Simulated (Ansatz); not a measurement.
# SiH3 (doublet): one geometry, many settings at distance H1–H2 along a hydrogen transfer = 0.793 Å

Aim: run SiH3 (doublet) at one geometry under a spread of methods and options, and see what each costs and gives.

Program: Ansatz 0.2.0, Gaussian basis. Level of theory: the settings change from run to run. These are calculated values, not measurements.

11 further runs of the same task are left out: 1 that didn't finish, 10 set aside as unsound or not needed.

### Step 1. The system

The geometry derives from fragments relaxed apart (PBE0/def2-TZVP) and kept rigid, so it is no stationary point. A hydrogen atom is moved between rigid fragments.

4 atoms, charge 0, spin multiplicity 2.

Atoms are counted from 1 here; the program's logs count them from 0.

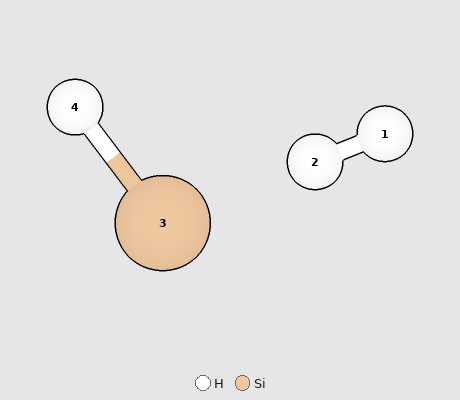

The geometry (hydrogen white, silicon light orange); atoms are numbered from 1 in the order of the file.

### Step 2. HF/6-31G

File in.yaml:

```yaml
crystal:
  periodic: [false, false, false]
  atoms:
    - {symbol: H, position_ang: [-2.398983, 0.047936, 0.000000]}
    - {symbol: H, position_ang: [-1.605983, 0.047936, 0.000000]}
    - {symbol: Si, position_ang: [0.125017, 0.047936, 0.000000]}
    - {symbol: H, position_ang: [0.521452, -1.431577, 0.000000]}
basis:
  gaussian: {orbitals: 6-31G}
magnetization: {spin_polarized: false, initial_magnetization: 1}
hamiltonian: {xc: hf}
output: {orbitals: {seedname: orbitals}}
```

Run with:

```
$ ansatz run in.yaml --threads 1 --pin off --events-out ev --progress --plain --max-ram 2393MiB
```

The log of the run:

```text
Functional definition: HF
  name "HF"
  cite "Fock, Z. Phys. 61, 126 (1930) doi:10.1007/BF01340294"
  parent pbe
  exchange = exact_x
  correlation = 0
236 factors; integrals over basis functions are off by at most 8.6e-4 eV
mean field evaluation 1: about -7904.1616 eV, gradient 8.3e0 eV
mean field evaluation 2: about -7904.1611 eV, gradient 8.3e0 eV
mean field evaluation 4: about -7904.5995 eV, gradient 3.3e-1 eV
mean field evaluation 8: about -7904.6004 eV, gradient 1.7e-5 eV
mean field evaluation 16: about -7904.5856 eV, gradient 5.8e-1 eV
mean field evaluation 32: about -7903.8169 eV, gradient 1.9e-5 eV
mean field -7904.60042273 eV, -290.4887076048 hartree, gradient 3.3e-5 eV, S^2 0.750000; 3 other end points of the search recorded, 0 dependent functions left out
reference -7904.60042273 eV, -290.4887076048 hartree; 9, 8 occupied and 10, 11 virtual orbitals, 236 factors
Total energy: -7904.60042273 eV, -290.4887076048 hartree
```

Wall time 0.12 s (1 thread of Arm Neoverse V2, shared host).

### Step 3. CASCI(1,8)/def2-SVP

Edit in.yaml of step 2 so:

```diff
@@ -8,5 +8,5 @@
 basis:
-  gaussian: {orbitals: 6-31G}
+  gaussian: {orbitals: def2-SVP}
 magnetization: {spin_polarized: false, initial_magnetization: 1}
-hamiltonian: {xc: hf}
-output: {orbitals: {seedname: orbitals}}
+correlation: {active_space: {window: {electrons: 1, orbitals: 8}, fixed_orbitals: true, states: [{multiplicity: 2, weights: [1, 0.5]}]}}
+scf: {lower_state_search: light}
```

The command is unchanged.

The log of the run:

```text
Functional definition: HF
  name "HF"
  cite "Fock, Z. Phys. 61, 126 (1930) doi:10.1007/BF01340294"
  parent pbe
  exchange = exact_x
  correlation = 0
507 factors; integrals over basis functions are off by at most 1.6e-7 eV
mean field evaluation 1: about -7902.5552 eV, gradient 8.8e0 eV
mean field evaluation 2: about -7902.5552 eV, gradient 8.8e0 eV
mean field evaluation 4: about -7903.0411 eV, gradient 4.4e-1 eV
mean field evaluation 8: about -7903.0429 eV, gradient 9.0e-7 eV
mean field evaluation 16: about -7902.3749 eV, gradient 5.0e-1 eV
mean field evaluation 32: about -7902.3147 eV, gradient 3.5e-1 eV
mean field -7903.04291418 eV, -290.4314702212 hartree, gradient 1.6e-6 eV, S^2 0.750000; 6 other end points of the search recorded, 0 dependent functions left out
reference -7903.04291418 eV, -290.4314702212 hartree; 9, 8 occupied and 24, 25 virtual orbitals, 507 factors
state -7903.04291418 eV, -290.4314702212 hartree
state -7902.14805538 eV, -290.3985847670 hartree
Total energy: -7902.74462791 eV, -290.4205084031 hartree
```

Run time: 0.24 s. Hardware: 1 thread of Arm Neoverse V2, shared host.

From the report: 2 determinants; active occupations (of the averaged states) 0.67, 0.33, 0.00, 0.00, 0.00, 0.00, 0.00, 0.00.

### Step 4. FCI/6-31G

Edit in.yaml of step 3 so:

```diff
@@ -8,5 +8,6 @@
 basis:
-  gaussian: {orbitals: def2-SVP}
+  gaussian: {orbitals: 6-31G}
 magnetization: {spin_polarized: false, initial_magnetization: 1}
-correlation: {active_space: {window: {electrons: 1, orbitals: 8}, fixed_orbitals: true, states: [{multiplicity: 2, weights: [1, 0.5]}]}}
+correlation: {method: fci, electrons: outside_noble_gas}
 scf: {lower_state_search: light}
+output: {forces: true}
```

Launched as before.

The log of the run, shortened:

```text
Functional definition: HF
  name "HF"
  cite "Fock, Z. Phys. 61, 126 (1930) doi:10.1007/BF01340294"
  parent pbe
[...]
389 factors; integrals over basis functions are off by at most 6.1e-8 eV
[...]
mean field -7904.60044276 eV, -290.4887083408 hartree, gradient 1.9e-6 eV, S^2 0.750000; 6 other end points of the search recorded, 0 dependent functions left out
[...]
determinant -7904.60044276 eV, -290.4887083408 hartree, with singles and doubles -7906.65650747 eV, -290.5642673251 hartree
determinant -7903.81694940 eV, -290.4599154909 hartree, with singles and doubles -7905.91872963 eV, -290.5371544896 hartree
5 core orbitals not correlated: weight in the atoms' cores, before any rotation towards them, 1.000 or more for the frozen orbitals, at most 0.000 for the correlated occupied ones
reference -7904.60044276 eV, -290.4887083408 hartree; 4, 3 occupied and 10, 11 virtual orbitals, 389 factors
state -7906.68447706 eV, -290.5652951889 hartree
[...]
Total energy: -7906.68447706 eV, -290.5652951889 hartree
Atom 0 at    -2.398983     0.047936     0.000000 Å, force     0.620170    -0.325549    -0.000000 eV/Å
Atom 1 at    -1.605983     0.047936     0.000000 Å, force    -2.449984     0.150504    -0.000000 eV/Å
Atom 2 at     0.125017     0.047936     0.000000 Å, force     1.983776     1.015983    -0.000000 eV/Å
Atom 3 at     0.521452    -1.431577     0.000000 Å, force    -0.153962    -0.840937     0.000000 eV/Å
Dipole moment:    -0.253179    -0.100694    -0.000000 e Å
```

It took 1.7 s on 1 thread of Arm Neoverse V2, shared host.

From the report: 176,132 determinants, symmetry A''.

### Step 5. BCCD(T) on UHF/def2-mTZVP

File in.yaml:

```yaml
crystal:
  periodic: [false, false, false]
  atoms:
    - {symbol: H, position_ang: [-2.398983, 0.047936, 0.000000]}
    - {symbol: H, position_ang: [-1.605983, 0.047936, 0.000000]}
    - {symbol: Si, position_ang: [0.125017, 0.047936, 0.000000]}
    - {symbol: H, position_ang: [0.521452, -1.431577, 0.000000]}
basis:
  gaussian: {orbitals: def2-mTZVP}
magnetization: {spin_polarized: true, initial_magnetization: 1}
hamiltonian: {pseudopotentials: {relativity: none}}
correlation: {method: bccd_t, electrons: valence}
output: {forces: true}
```

The command is unchanged.

The log of the run, shortened:

```text
Functional definition: HF
  name "HF"
  cite "Fock, Z. Phys. 61, 126 (1930) doi:10.1007/BF01340294"
  parent pbe
[...]
292 factors; integrals over basis functions are off by at most 9.9e-4 eV
[...]
mean field -7905.67593779 eV, -290.5282320543 hartree, gradient 8.4e-6 eV, S^2 0.763518; 12 other end points of the search recorded, 0 dependent functions left out
determinant -7905.67593779 eV, -290.5282320543 hartree, with singles and doubles -7908.50114671 eV, -290.6320565672 hartree
determinant -7905.02926123 eV, -290.5044671288 hartree, with singles and doubles -7907.82085907 eV, -290.6070564574 hartree
determinant -7903.11204379 eV, -290.4340106875 hartree, with singles and doubles -7905.96562505 eV, -290.5388778645 hartree
determinant -7903.04256799 eV, -290.4314574990 hartree, with singles and doubles -7905.76819023 eV, -290.5316222690 hartree
[...]
5 core orbitals not correlated: weight in the atoms' cores, before any rotation towards them, 1.000 or more for the frozen orbitals, at most 0.000 for the correlated occupied ones
reference -7905.67593779 eV, -290.5282320543 hartree; 4, 3 occupied and 22, 23 virtual orbitals, 292 factors
second order -2.07179656 eV of doubles, -0.00000000 eV of singles
cycle   1  -2.81142093 eV  change   -6.2e-2 eV  update   1.5e-2
[...]
cycle  15  -2.81781577 eV  change    1.8e-8 eV  update   2.1e-7
perturbative correction -0.05979473 eV, -0.0021974159 hartree
[...]
Total energy: -7908.55354829 eV, -290.6339822897 hartree
Atom 0 at    -2.398983     0.047936     0.000000 Å, force     0.571384    -0.305462    -0.000000 eV/Å
Atom 1 at    -1.605983     0.047936     0.000000 Å, force    -2.120013     0.098776     0.000000 eV/Å
Atom 2 at     0.125017     0.047936     0.000000 Å, force     1.902812     0.398360     0.000000 eV/Å
Atom 3 at     0.521452    -1.431577     0.000000 Å, force    -0.354183    -0.191674    -0.000000 eV/Å
Dipole moment:    -0.260333    -0.040479    -0.000000 e Å
```

Wall time 1.7 s (1 thread of Arm Neoverse V2, shared host).

From the report: ⟨S²⟩ of the determinant 0.764 (pure doublet: 0.75); correlation -2.8776 eV; largest double amplitude 0.08.

### Step 6. The runs in one table

Where basis and cores are those of an earlier FCI/6-31G run (-7906.6845 eV), and the state is the same kind, the miss against it is given.

```
                                       level         correlated  functions  energy (eV)  from FCI (meV)    time
                                    HF/6-31G                            19   -7904.6004          2084.1  0.12 s
CASCI(1,8)/def2-SVP (mean of several states)                            33   -7902.7446                  0.24 s
                                   FCI/6-31G  outside noble gas         19   -7906.6845             0.0   1.7 s
                   BCCD(T) on UHF/def2-mTZVP            valence         31   -7908.5535                   1.7 s
```

### Step 7. Summary of results

| quantity | value |
| --- | --- |
| runs | 4 |
| quickest | HF/6-31G, 0.12 s |
| slowest | FCI/6-31G, 1.7 s |

Total energies in different bases, with other cores or another treatment of relativity can't be set against each other. FCI/6-31G took 14 times as long as HF/6-31G; the jobs differ in more than the method. Hartree-Fock, CASSCF and CASCI lack dynamic correlation by design.
